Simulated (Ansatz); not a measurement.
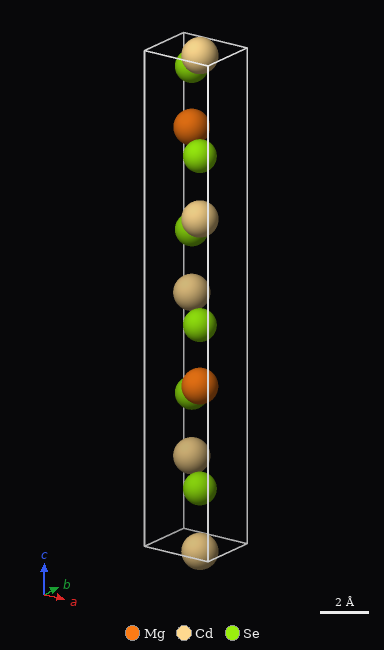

Spheres-only drawing of the structure, looking slightly off an axis. The frame is the conventional unit cell; atoms at its boundary are shown with their periodic copies.

MgCd2Se3, space group P6_3mc (No. 186), a = 4.342 Å, b = 4.342 Å, c = 21.169 Å, α = 90.00°, β = 90.00°, γ = 120.00°. It derives from a structure type filled with these elements by a generator (whether the compound takes this form wasn't checked). Earlier steps of the study, as a rule a relaxation of our own, may have changed the cell and positions, so they can lie some per cent off the listed ones. Ansatz was used for an electronic-structure calculation on it.

This one geometry was computed with Ansatz (DFT, plane waves, PAW) at three levels of theory: PBE, r2SCAN and PBEsol.

> Which level gives the highest pressure at this volume, and what does that say about its equilibrium volume?

Highest: PBE (0.0 GPa), which points to the largest equilibrium volume. Lowest, with the smallest volume: PBEsol (-2.2 GPa). Levels within 0.5 GPa of each other can't be told apart.

> How does the band gap change with the level of theory?

PBEsol: a gap of 0.89 eV, direct; PBE: a gap of 1.01 eV, direct; r2SCAN: a gap of 1.52 eV, direct.

> Collect the results in a table.

| level | cutoff (eV) | k-mesh of the run's cell | gap (eV) | pressure (GPa) |
| --- | --- | --- | --- | --- |
| PBE | 420 | 6×6×2 | 1.01 | 0.0 |
| r2SCAN | 500 | 6×6×2 | 1.52 | -1.3 |
| PBEsol | 420 | 6×6×2 | 0.89 | -2.2 |

Gaps are taken on the k-mesh or band path of each run.
